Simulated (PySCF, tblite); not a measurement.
# C₅H₈O₃SSi: geometry, infrared bands and NMR shifts

Wanted: the infrared bands and NMR shifts of C₅H₈O₃SSi (`C=C([SiH2]OC(C)=S)C(=O)O`), by calculation.

Programs: tblite 0.8.0 and PySCF 2.14.0, with density-fitted response routines of our own. Each step states its level of theory. These are calculated values for one molecule in the gas phase, unless marked as measured. Atoms are numbered from 0 throughout.

## 1. Starting geometry

18 atoms, charge 0, multiplicity 1; geometry from: force field or distance geometry start.

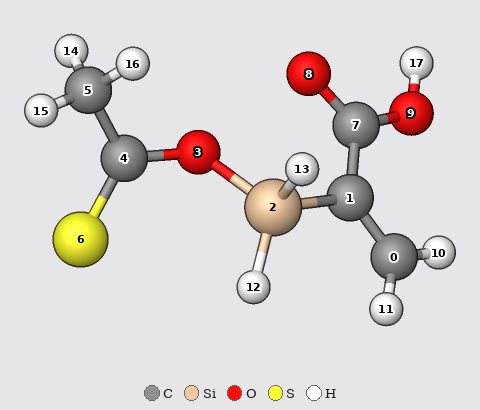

As it starts; carbon grey, silicon light orange, oxygen red, sulfur yellow, hydrogen white, atoms numbered; sticks join atoms by distance.

## 2. Relaxing the molecule with GFN2-xTB

Job settings and geometry (Å):

```
{"job": {"kind": "relax", "xc": "GFN2-xTB", "basis": "xTB"}, "charge": 0, "multiplicity": 1}
C     -2.621000    -1.482600     0.000900
C     -1.757700    -0.521400    -0.234400
Si    -0.027200    -0.997800    -0.767200
O      1.011800     0.196200    -0.072800
C      2.385300     0.033700     0.048100
C      3.292200     0.996700    -0.658300
S      2.945100    -1.205100     0.930200
C     -2.057800     0.898000    -0.062700
O     -1.108900     1.705800    -0.320700
O     -3.318800     1.343200     0.340000
H     -3.625800    -1.226000     0.315300
H     -2.329500    -2.515500    -0.135000
H      0.299100    -2.370300    -0.393700
H      0.031700    -0.800200    -2.244800
H      3.293900     1.926700    -0.071100
H      4.273300     0.520600    -0.758400
H      2.846500     1.180500    -1.639600
H     -3.540900     2.323800     0.447800
```

Started as:

```bash
OMP_NUM_THREADS=1 python probes_run.py task.json out
```

This one command runs all jobs of the session in turn.

The log of the run:

```text
step      E/eV     max force
  0    -869.26098    4.376
  1    -869.56881    4.482
  2    -869.78518    0.980
  3    -869.87936    0.785
  4    -869.97901    0.983
  5    -870.02834    0.563
  6    -870.04648    0.304
  7    -870.05583    0.291
  8    -870.06458    0.282
  9    -870.07010    0.167
 10    -870.07419    0.165
 11    -870.07739    0.148
 12    -870.08035    0.151
 13    -870.08372    0.159
 14    -870.08767    0.173
 15    -870.09127    0.150
 16    -870.09370    0.119
 17    -870.09546    0.097
 18    -870.09731    0.105
 19    -870.09939    0.124
 20    -870.10148    0.108
 21    -870.10342    0.129
 22    -870.10537    0.140
 23    -870.10743    0.118
 24    -870.10928    0.107
 25    -870.11071    0.100
 26    -870.11205    0.097
 27    -870.11373    0.120
 28    -870.11587    0.119
 29    -870.11817    0.123
 30    -870.12013    0.113
 31    -870.12178    0.107
 32    -870.12364    0.101
 33    -870.12622    0.148
 34    -870.12973    0.196
 35    -870.13402    0.223
 36    -870.13894    0.234
 37    -870.14503    0.259
 38    -870.15251    0.264
 39    -870.16124    0.292
 40    -870.16811    0.492
 41    -870.11744    1.813
 42    -870.17654    0.200
 43    -870.17929    0.136
 44    -870.18382    0.185
 45    -870.18512    0.133
 46    -870.19020    0.123
 47    -870.19259    0.115
 48    -870.19559    0.136
 49    -870.19794    0.133
 50    -870.20111    0.173
 51    -870.20339    0.131
 52    -870.20512    0.124
 53    -870.20652    0.105
 54    -870.20787    0.074
 55    -870.20929    0.097
 56    -870.21025    0.093
 57    -870.21192    0.084
 58    -870.21325    0.080
 59    -870.21419    0.068
 60    -870.21485    0.083
 61    -870.21552    0.071
 62    -870.21623    0.060
 63    -870.21692    0.060
 64    -870.21763    0.054
 65    -870.21856    0.068
 66    -870.21999    0.090
 67    -870.22174    0.103
 68    -870.22329    0.096
 69    -870.22425    0.078
 70    -870.22510    0.078
 71    -870.22589    0.078
 72    -870.22690    0.071
 73    -870.22792    0.082
 74    -870.22939    0.085
 75    -870.23096    0.079
 76    -870.23241    0.084
 77    -870.23322    0.065
 78    -870.23363    0.044
 79    -870.23399    0.049
 80    -870.23436    0.054
 81    -870.23477    0.042
 82    -870.23516    0.044
 83    -870.23566    0.051
 84    -870.23614    0.039
 85    -870.23650    0.043
 86    -870.23678    0.047
 87    -870.23706    0.045
 88    -870.23740    0.043
 89    -870.23778    0.041
 90    -870.23819    0.043
 91    -870.23867    0.058
 92    -870.23927    0.081
 93    -870.23997    0.087
 94    -870.24056    0.067
 95    -870.24113    0.070
 96    -870.24161    0.057
 97    -870.24228    0.063
 98    -870.24271    0.061
 99    -870.24368    0.067
100    -870.24458    0.068
101    -870.24554    0.059
102    -870.24640    0.082
103    -870.24740    0.140
104    -870.24879    0.162
105    -870.25103    0.106
106    -870.25451    0.173
107    -870.25580    0.106
108    -870.25952    0.132
109    -870.26330    0.523
110    -870.26676    0.262
111    -870.27107    0.150
112    -870.27333    0.435
113    -870.27695    0.205
114    -870.28199    0.161
115    -870.28462    0.112
116    -870.28599    0.163
117    -870.28755    0.128
118    -870.28945    0.159
119    -870.29268    0.206
120    -870.29572    0.218
121    -870.29825    0.161
122    -870.29992    0.193
123    -870.30162    0.131
124    -870.30324    0.101
125    -870.30482    0.098
126    -870.30649    0.097
127    -870.30755    0.106
128    -870.30848    0.087
129    -870.30930    0.052
130    -870.30997    0.090
131    -870.31056    0.057
132    -870.31102    0.061
133    -870.31143    0.057
134    -870.31174    0.057
135    -870.31199    0.053
136    -870.31222    0.043
137    -870.31246    0.036
138    -870.31278    0.041
139    -870.31317    0.036
140    -870.31355    0.032
141    -870.31386    0.037
142    -870.31414    0.034
143    -870.31445    0.037
144    -870.31474    0.034
145    -870.31494    0.031
146    -870.31504    0.038
147    -870.31512    0.022
148    -870.31519    0.018
149    -870.31531    0.023
150    -870.31546    0.034
151    -870.31569    0.048
152    -870.31599    0.047
153    -870.31638    0.045
154    -870.31675    0.039
155    -870.31701    0.029
156    -870.31715    0.022
157    -870.31722    0.016
158    -870.31727    0.018
159    -870.31734    0.017
160    -870.31744    0.020
161    -870.31756    0.028
162    -870.31770    0.031
163    -870.31790    0.033
164    -870.31816    0.033
165    -870.31848    0.044
166    -870.31874    0.041
167    -870.31887    0.036
168    -870.31897    0.061
169    -870.31903    0.048
170    -870.31920    0.027
171    -870.31929    0.022
172    -870.31942    0.031
173    -870.31957    0.037
174    -870.31983    0.037
175    -870.32036    0.055
176    -870.32111    0.068
177    -870.32200    0.103
178    -870.32187    0.196
179    -870.32373    0.073
180    -870.32449    0.054
181    -870.32616    0.071
182    -870.32678    0.078
183    -870.32755    0.063
184    -870.32794    0.059
185    -870.32834    0.041
186    -870.32867    0.074
187    -870.32861    0.093
188    -870.32921    0.052
189    -870.32948    0.049
190    -870.33000    0.073
191    -870.33049    0.063
192    -870.33106    0.082
193    -870.33142    0.064
194    -870.33184    0.097
195    -870.33221    0.034
196    -870.33248    0.023
197    -870.33280    0.054
198    -870.33291    0.022
199    -870.33298    0.019
200    -870.33309    0.026
201    -870.33317    0.030
202    -870.33334    0.041
203    -870.33352    0.036
204    -870.33360    0.058
205    -870.33373    0.026
206    -870.33381    0.028
207    -870.33390    0.025
208    -870.33394    0.016
209    -870.33398    0.009
```

Wall time 3.5 s (1 thread of Arm Neoverse N1, shared host); peak memory 0.18 GiB.

Relaxation path: (not every step is listed)

```tsv
step	energy from step 0 (eV)	largest force (eV/Å)
0	0.0000	4.3762
1	-0.3078	4.4818
2	-0.5242	0.9805
3	-0.6184	0.7855
4	-0.7180	0.9829
5	-0.7674	0.5627
6	-0.7855	0.3040
7	-0.7948	0.2915
8	-0.8036	0.2820
27	-0.8528	0.1205
46	-0.9292	0.1229
65	-0.9576	0.0682
84	-0.9752	0.0393
103	-0.9864	0.1400
122	-1.0389	0.1935
141	-1.0529	0.0365
160	-1.0565	0.0200
179	-1.0627	0.0735
198	-1.0719	0.0217
204	-1.0726	0.0581
205	-1.0727	0.0260
206	-1.0728	0.0277
207	-1.0729	0.0255
208	-1.0730	0.0164
209	-1.0730	0.0088
```

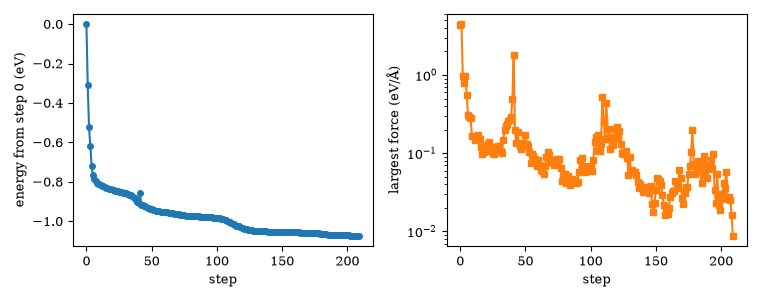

Energy and largest force along the relaxation.

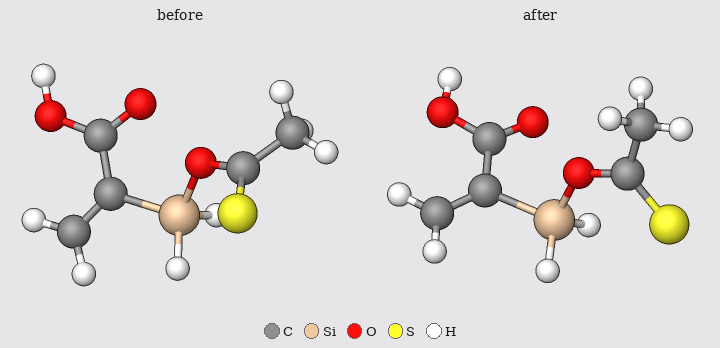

Before and after, at one scale.

Close pairs (by a distance rule), those that changed most:

```tsv
bond	before (Å)	after (Å)	change (Å)
Si2–O3	1.728	1.654	-0.074
O3–C4	1.388	1.315	-0.073
C7–O8	1.273	1.210	-0.063
C7–O9	1.397	1.338	-0.059
O9–H17	1.011	0.970	-0.041
Si2–H13	1.492	1.453	-0.038
C0–C1	1.313	1.328	+0.015
C1–Si2	1.872	1.886	+0.014
```

The end geometry stands in the next job.

## 3. Vibrational analysis with GFN2-xTB

Job settings and geometry (Å):

```
{"job": {"kind": "ir", "xc": "GFN2-xTB", "basis": "xTB"}, "charge": 0, "multiplicity": 1}
C     -2.466718    -1.185946     0.669185
C     -1.662393    -0.520758    -0.152376
Si    -0.062552    -1.164533    -0.916612
O      1.034038    -0.099988    -0.283161
C      2.325064    -0.094926    -0.534447
C      3.079854     1.027071     0.093031
S      3.024166    -1.234088    -1.458466
C     -1.995514     0.820971    -0.649114
O     -1.357280     1.350056    -1.529855
O     -3.045460     1.417604    -0.072986
H     -3.390549    -0.761135     1.030358
H     -2.222649    -2.179237     1.005795
H      0.219422    -2.498045    -0.391529
H     -0.060441    -1.099773    -2.368629
H      2.905737     1.033622     1.168798
H      4.141495     0.930997    -0.111193
H      2.711911     1.972958    -0.304941
H     -3.186889     2.291467    -0.470275
```

The log of the run:

```text
mode    cm-1     km/mol
  1      26.9      0.80
  2      37.0      1.33
  3      47.0      2.09
  4      66.4      3.76
  5      69.9      0.48
  6     104.0      1.68
  7     124.6      1.22
  8     158.5     18.06
  9     282.1      1.39
 10     294.3      1.31
 11     332.6     11.82
 12     410.8     23.19
 13     461.8      5.64
 14     467.3      8.90
 15     493.4     72.25
 16     553.9     19.72
 17     588.6     44.98
 18     618.2     15.37
 19     634.1    115.56
 20     666.1    123.49
 21     700.1     76.33
 22     751.5    221.57
 23     774.7    212.37
 24     788.5     46.99
 25     845.3     76.42
 26     889.2     24.78
 27     938.8     34.32
 28     985.1     13.86
 29    1020.8     82.34
 30    1097.6    215.59
 31    1154.1     77.56
 32    1229.7    157.48
 33    1283.9    582.32
 34    1302.0    263.98
 35    1371.4     37.38
 36    1398.7     17.73
 37    1437.9      8.03
 38    1448.2      2.23
 39    1673.2     16.06
 40    1734.1    397.86
 41    2297.0    241.01
 42    2363.0    132.34
 43    2997.2      2.12
 44    3011.3      1.98
 45    3067.5      8.05
 46    3085.4     10.24
 47    3120.6     18.47
 48    3443.9     36.95
```

Run time: 1.5 s. Hardware: 1 thread of Arm Neoverse N1, shared host; peak memory 0.18 GiB.

Which atoms move in the most intense modes:

```tsv
cm⁻¹	km/mol	atoms
752	221.6	H12 42 %, H13 38 %
775	212.4	H12 43 %, H13 39 %, Si2 10 %
1098	215.6	O9 33 %, C7 17 %, C1 13 %
1230	157.5	C4 69 %, C5 11 %
1284	582.3	C7 39 %, C1 19 %, C4 16 %
1302	264.0	C4 51 %, O3 17 %, C7 13 %
1734	397.9	C7 62 %, O8 35 %
2297	241.0	H12 94 %
```

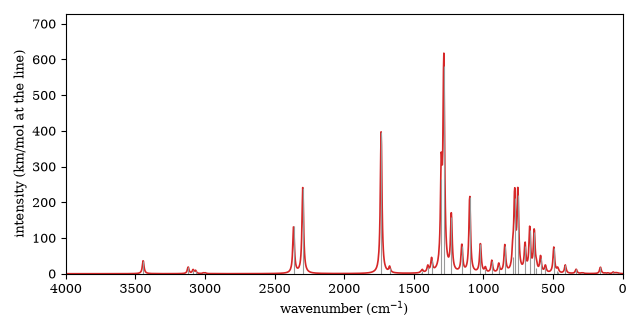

The infrared spectrum from these modes, unscaled. Lines are broadened to a width of 14 cm⁻¹ (Lorentzian).

## 4. Shielding tensors: PBE0/pcSseg-1

Settings changed since step 3:

```diff
@@ -1,2 +1,2 @@
-{"job": {"kind": "ir", "xc": "GFN2-xTB", "basis": "xTB"}, "charge": 0, "multiplicity": 1}
+{"job": {"kind": "nmr", "xc": "PBE0", "basis": "pcSseg-1"}, "charge": 0, "multiplicity": 1}
 C     -2.466718    -1.185946     0.669185
```

With the program's defaults for keys left out, this is: GIAO PBE0/pcSseg-1 NMR shielding, non-relativistic, gas phase.

The log of the run:

```text
coarse grid: 16896 points
cycle   1  E = -1107.6166653290  dE =  1.730e+00  |g| = 1.087e+00  |ddm| = 4.057e+00
cycle   2  E = -1107.2136165529  dE =  4.030e-01  |g| = 1.830e+00  |ddm| = 2.265e+00
cycle   3  E = -1107.8193508764  dE = -6.057e-01  |g| = 3.402e-01  |ddm| = 1.663e+00
cycle   4  E = -1107.8406447786  dE = -2.129e-02  |g| = 9.205e-02  |ddm| = 3.009e-01
cycle   5  E = -1107.8419243822  dE = -1.280e-03  |g| = 3.236e-02  |ddm| = 7.883e-02
cycle   6  E = -1107.8421574799  dE = -2.331e-04  |g| = 8.172e-03  |ddm| = 3.397e-02
cycle   7  E = -1107.8421708348  dE = -1.335e-05  |g| = 4.281e-03  |ddm| = 1.199e-02
cycle   8  E = -1107.8421751661  dE = -4.331e-06  |g| = 1.072e-03  |ddm| = 4.883e-03
final grid: 156312 points
cycle   9  E = -1107.9330260603  dE = -1.968e-05  |g| = 1.440e-02  |ddm| = 2.719e-02
cycle  10  E = -1107.9329599689  dE =  6.609e-05  |g| = 2.342e-02  |ddm| = 2.687e-02
cycle  11  E = -1107.9330639494  dE = -1.040e-04  |g| = 2.993e-03  |ddm| = 1.818e-02
cycle  12  E = -1107.9330655951  dE = -1.646e-06  |g| = 4.964e-04  |ddm| = 2.281e-03
cycle  13  E = -1107.9330656358  dE = -4.070e-08  |g| = 1.485e-04  |ddm| = 4.503e-04
cycle  14  E = -1107.9330656405  dE = -4.733e-09  |g| = 4.870e-05  |ddm| = 1.650e-04
cycle  15  E = -1107.9330656410  dE = -4.306e-10  |g| = 1.945e-05  |ddm| = 6.119e-05
converged SCF energy = -1107.9330656410

GIAO shielding tensors (ppm)
atom      isotropic    diamagn.    paramagn.     s11        s22        s33       span
  0 C       34.883     251.869    -216.986    -94.661     32.949    166.362    261.023
  1 C       41.264     264.560    -223.295    -65.420     40.447    148.766    214.187
  2 Si     383.407     882.438    -499.032    370.557    376.269    403.394     32.837
  3 O       66.289     406.621    -340.332   -140.434    116.522    222.778    363.212
  4 C      -47.051     249.341    -296.391   -231.566     -1.425     91.838    323.404
  5 C      149.854     247.894     -98.040    124.233    135.927    189.402     65.169
  6 S       14.998    1056.956   -1041.957   -402.776    -65.527    513.298    916.075
  7 C       13.661     251.070    -237.409    -85.898     47.446     79.436    165.334
  8 O     -118.316     405.635    -523.950   -363.495   -245.991    254.538    618.032
  9 O      140.176     390.564    -250.389     -9.522    171.216    258.833    268.354
 10 H       24.386      29.659      -5.273     20.962     23.623     28.573      7.611
 11 H       24.874      31.138      -6.264     21.005     24.410     29.206      8.200
 12 H       26.682      31.080      -4.398     22.691     26.207     31.147      8.456
 13 H       26.215      30.024      -3.809     23.314     25.203     30.127      6.814
 14 H       29.101      29.720      -0.619     25.385     28.287     33.631      8.246
 15 H       28.746      27.700       1.045     24.263     29.280     32.695      8.433
 16 H       28.936      29.341      -0.405     25.226     28.256     33.325      8.099
 17 H       25.455      30.073      -4.618     20.346     22.407     33.611     13.265
```

Wall time 1.9 min (1 thread of Arm Neoverse N1, shared host); peak memory 1 GiB.

The references, computed at this level on geometries of the same kind, shield at (ppm): ¹H TMS 31.72, ¹³C TMS 186.9, ²⁹Si TMS 349.2, ¹⁷O H2O 336.1, ³³S CS2 504. Their shielding less the atom's gives the shift. The references are single molecules in the gas phase, so shifts against H2O, NH3, PH3, H3PO4 or CFCl3 are not on the usual liquid scales and can be off by tens of ppm. Atoms listed in one row are averaged.

```tsv
atoms	environment	σ (ppm)	δ (ppm)	δ scaled to CDCl3
C4	thiocarbonyl carbon	-47.1	234.0	222.0
C7	carboxylic acid carbon	13.7	173.3	167.2
C0	β carbon of a C=C–C=O unit	34.9	152.0	146.5
C1	α carbon of a C=C–C=O unit	41.3	145.7	140.2
C5	methyl carbon	149.9	37.1	34.3
H10	hydrogen on a β carbon of a C=C–C=O unit	24.39	7.33	7.02
H11	hydrogen on a β carbon of a C=C–C=O unit	24.87	6.84	6.56
H17	hydrogen on an acid hydroxyl oxygen	25.45	6.26	–
H12, H13	hydrogen on a silicon bonded to C, O	26.45	5.27	–
H14, H15, H16	hydrogen on a methyl carbon	28.93	2.79	2.74
Si2	silicon bonded to C, O, 2 H	383.4	-34.2	–
O8	carbonyl oxygen	-118.3	454.4	–
O3	oxygen bound to a thiocarbonyl carbon	66.3	269.8	–
O9	acid hydroxyl oxygen	140.2	195.9	–
S6	thione sulfur	15	489	–
```

The scaled column applies a straight-line fit of computed shieldings to shifts measured in CDCl3, with any fitted terms for Cl, Br or S neighbours (root-mean-square error 0.16 ppm for H, 1.9 ppm for C).

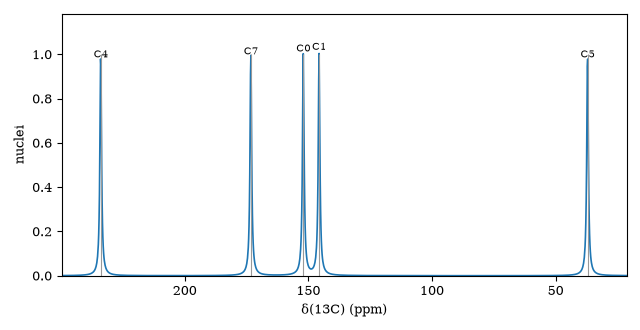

¹³C lines at the computed shifts, without couplings. Lines are broadened to a width of 0.79 ppm (Lorentzian).

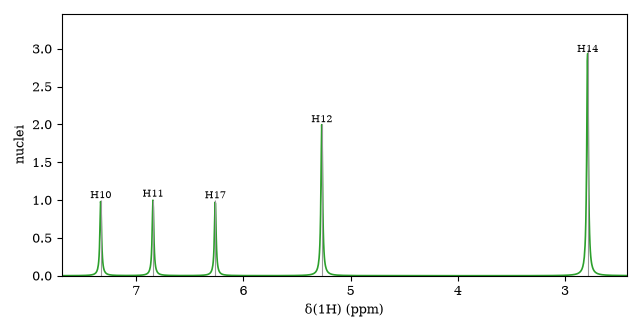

¹H lines at the computed shifts, without couplings. Lines are broadened to a width of 0.02 ppm (Lorentzian).

The run also stored atomic charges by several schemes (e):

```tsv
atoms	Mulliken	IAO	Hirshfeld	ESP fit
C0	0.00	-0.23	-0.05	-0.32
C1	-0.63	-0.33	-0.11	-0.13
Si2	0.92	0.98	0.37	0.50
O3	-0.53	-0.53	-0.17	-0.32
C4	0.01	0.17	0.13	0.44
C5	-0.19	-0.44	-0.12	-0.59
S6	-0.15	-0.16	-0.16	-0.30
C7	0.57	0.52	0.20	0.62
O8	-0.42	-0.47	-0.26	-0.50
O9	-0.37	-0.48	-0.17	-0.57
```

Mulliken charges:

C0 0.00; C1 -0.63; Si2 0.92; O3 -0.53; C4 0.01; C5 -0.19; S6 -0.15; C7 0.57; O8 -0.42; O9 -0.37; H10 0.14; H11 0.13; H12 -0.10; H13 -0.06; H14 0.14; H15 0.14; H16 0.15; H17 0.25

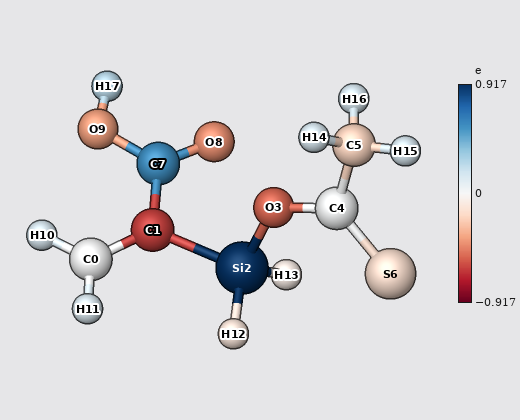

Mulliken charges, as colours on the atoms.

Mayer bond orders: C0–C1 1.93, C1–Si2 0.81, Si2–O3 0.82, O3–C4 1.11, C4–C5 1.01, C4–S6 1.79, C1–C7 0.98, C7–O8 1.89, C7–O9 1.16.

The fields below are evaluated on a grid from the run's orbitals.

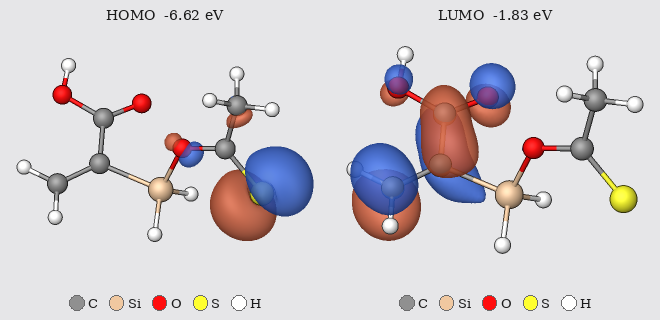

Frontier orbitals at PBE0/pcSseg-1; each surface holds 70 % of the orbital's density, blue and red mark the sign.

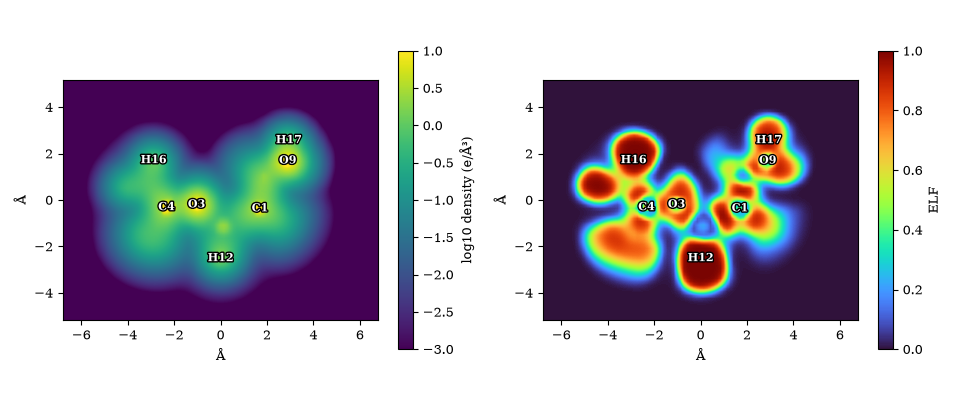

Density (left) and ELF (right) in a plane through or near 7 of the atoms.

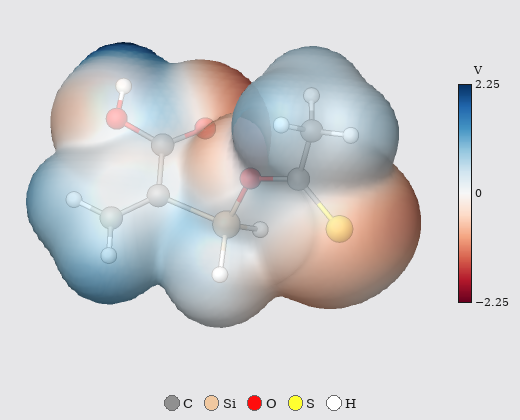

Electrostatic potential on the surface of density 0.002 e/bohr³; red is low, blue high. It runs from -1.41 V near O8 to 2.25 V near H17.

## 5. Summary of results

| quantity | value |
| --- | --- |
| strongest single infrared mode (GFN2-xTB) | 1284 cm⁻¹, 582 km/mol |
| zero-point energy (GFN2-xTB) | 75.3 kcal/mol |
| ¹³C shifts against TMS (PBE0/pcSseg-1) | 234.0, 173.3, 152.0, 145.7, 37.1 ppm |
| ¹H shifts against TMS (PBE0/pcSseg-1, means over atoms taken as alike) | 7.33, 6.84, 6.26, 5.27, 2.79 ppm |
| ²⁹Si shifts against TMS (PBE0/pcSseg-1) | -34.2 ppm |
| ¹⁷O shifts against H2O (PBE0/pcSseg-1) | 454.4, 269.8, 195.9 ppm |
| ³³S shifts against CS2 (PBE0/pcSseg-1) | 489 ppm |
| surface potential, least and greatest | -1.41 V and 2.25 V |

What this shows: Over 209 steps the energy fell by 1.073 eV; of the close pairs, Si2–O3 changed most, 1.728 to 1.654 Å. All 48 modes are real, so the xTB geometry is a minimum. The strongest single mode, at 1284 cm⁻¹, has its largest shares on C7, C1 and C4 (the list is cut at 3 atoms). GFN2-xTB is a fitted tight-binding method: band positions and strengths are rough. Its intensities can rank the bands wrongly. C4 (thiocarbonyl carbon) lies farthest downfield among carbon, at 234.0 ppm; the small n→π* gap of C=S deshields it strongly. At PBE0/pcSseg-1: The largest span, 916 ppm, is at S6, where the paramagnetic term is -1042 ppm. At PBE0/pcSseg-1, counted by nearest atom on the grid, the HOMO lies on S6 81 %, the LUMO on C0 30 %; C1 19 %.
